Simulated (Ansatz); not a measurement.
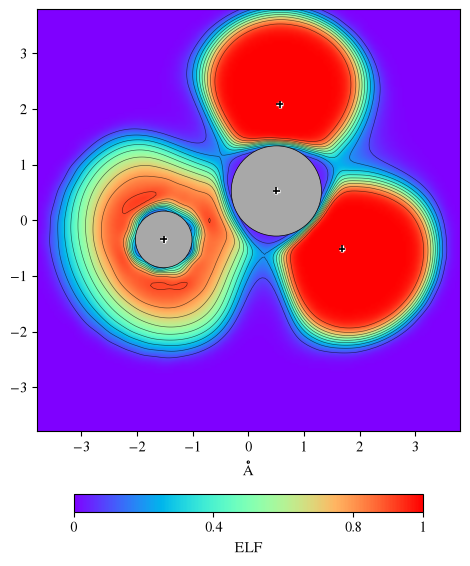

The electron localisation function on a plane through atoms (crosses mark nuclei in the plane; grey discs cover the cores).

These are results of Ansatz, RKS r2SCANh/def2-SVP, not measurements.

Candidates:
A. AlClH2···H2O···H2O
B. CH4AlFSSi

Which candidate gave the map?

Candidate A: AlClH2···H2O···H2O on the plane of atoms Cl2, Al1 and H4, which holds Al, Cl and H. Al–Cl (2.20 Å): the ELF peaks at about 0.90 in the valence shell of Cl, 0.9 Å from its nucleus, and is about 0.80 at the midpoint. Al–H (1.57 Å): the ELF climbs to about 1 towards the hydrogen.
